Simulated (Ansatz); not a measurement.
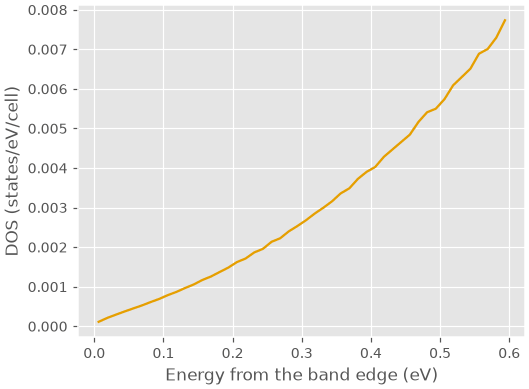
Density of states of InAs (F-43m) above the conduction band minimum, HSE06, rigid bands run with Ansatz (a first-principles code); cell volume 56.4 Å³.

**Question.** What effective density of states at 300 K does this give (∫ g(E) exp(−E/k_BT) dE, both spins, divided by the cell's size)?

**Answer.** 1.2e17 cm⁻³, a density-of-states mass of 0.028 mₑ, valleys and band degeneracy included.

Spin-orbit coupling is left out. Geometry: cell and atoms relaxed with PBEsol.
